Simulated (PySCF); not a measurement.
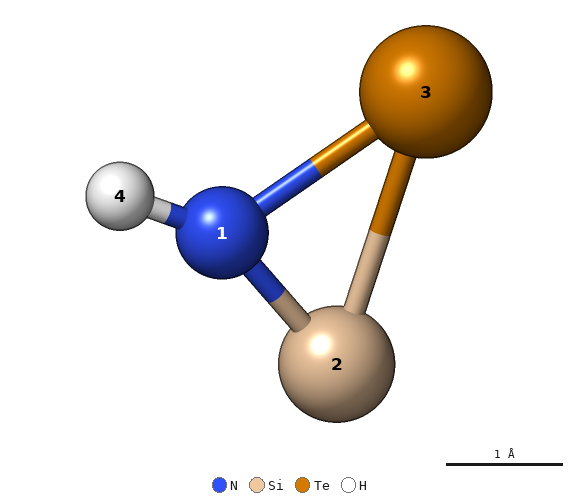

Numbered structure. The computed structure is the end point of a PBE0-D4/def2-TZVP optimisation. No frequency run is at hand to confirm it as a minimum.

Give the bond lengths.

```
   bond  length (Å)
 N1–Si2       1.646
 N1–Te3       2.148
  N1–H4       1.004
Si2–Te3       2.547
```
